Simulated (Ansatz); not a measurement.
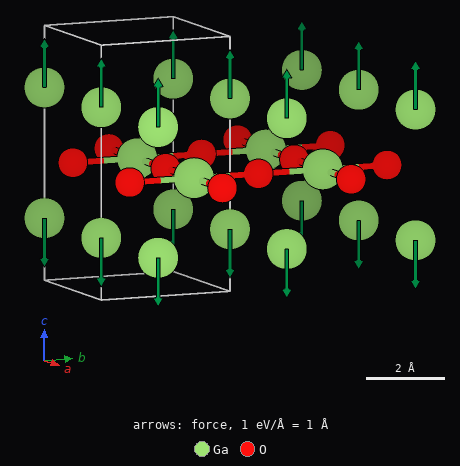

Starting geometry of a crystal of Ga3O2 (a generated structure, set up in P4/mmm) (coarse preliminary run) with the computed forces as green arrows. The picture is a ball-and-stick view of the cell of the calculation, repeated 2 × 2 × 1 with one cell outlined, seen slightly off an axis.

Computed with DFT PBE, scalar-relativistic, plane waves, PAW (Ansatz).

Input
```yaml
crystal:
  lattice:
    - [3.6176793, 0.0, 0.0]
    - [0.0, 3.6176793, 0.0]
    - [0.0, 0.0, 6.63301696]
  atoms:
    - { symbol: Ga, position: [0.5, 0.5, 0.5] }
    - { symbol: Ga, position: [0.0, 0.0, 0.24364238] }
    - { symbol: Ga, position: [0.0, 0.0, 0.75635762] }
    - { symbol: O, position: [0.0, 0.5, 0.5] }
    - { symbol: O, position: [0.5, 0.0, 0.5] }
basis:
  ecutwfc: 420
kpoints:
  mp_grid: { grid: [6, 6, 4] }
hamiltonian:
  xc: pbe
scf:
  occupations: { method: gaussian, width: 0.1 }
  lower_state_search: "off"
output:
  forces: true
  stress: true
  eigenvalues: true
relax:
  adjacent_minimum: "off"
  f_tol: 0.04
  max_steps: 70
  cell: { stress_tol: 0.4 }
```

Run as
```bash
ansatz run input.yaml --threads 1 --pin off --max-ram 2560MiB --backend cpu --events-out ev --progress --plain --runs-dir out
```

### Is this structure relaxed? If not, where do the atoms go?

It isn't relaxed: the largest force vector, on Ga atoms, is 1.30 eV/Å. Measured relative to the changing cell, the final displacements run against the starting forces (cosine between the two patterns −1.00). The largest moves relative to the cell, 0.089 Å, are those of Ga2 and Ga3. Ga3 goes along −c. O stays in place. The drawn cell changes as follows: a = b 3.618 → 4.009 Å (+10.8 %), c 6.633 → 6.555 Å (−1.2 %); the volume changes by +21.3 %. Near-neighbour distances that change, for instance: Ga1–O4 1.809 → 2.004 Å. The space group stays P4/mmm (No. 123). After 8 accepted moves (13 points after the start) the energy has fallen by 151 meV per atom. Largest force component: 1.3 eV/Å at the start, 0.00026 eV/Å at the end. The pressure goes from 13.64 to 0.05 GPa. The line search rejected the trial steps at points 5, 9, 11 of the run. At 2 points the geometry stayed and the basis and grid were re-selected for the new cell (energy shift of 17.7 meV per atom at most each time).
